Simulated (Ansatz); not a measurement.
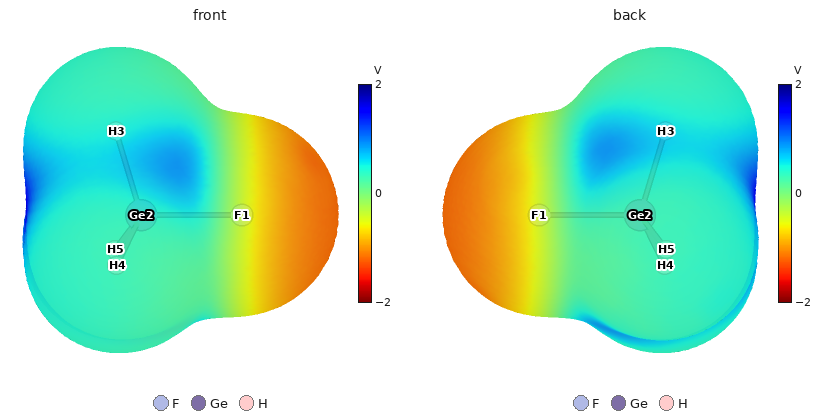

Figure. FGeH3. The electrostatic potential painted on the density surface at 0.001 e/bohr³, seen from the front and from behind; the colour scale runs from red (negative) to blue (positive).

Geometry: B3LYP-D3(BJ)/def2-SVP.

The calculation used isolated molecule in a Gaussian basis; Kohn-Sham density functional theory, functional PBE0 (Ansatz 0.2.0).

```xyz
5

F     1.1328    0.5358    1.0664
Ge    0.0329    0.1016   -0.2247
H    -1.3893    0.3659    0.3004
H     0.2727   -1.3884   -0.5254
H     0.3847    0.9995   -1.4239
```

> Which sites attract a positive test charge, and which a negative one?

A positive charge is drawn to the negative regions and a negative charge to the positive ones. The most negative region (about −1.2 V) lies over F1, the most positive (about +1.6 V) over Ge2.
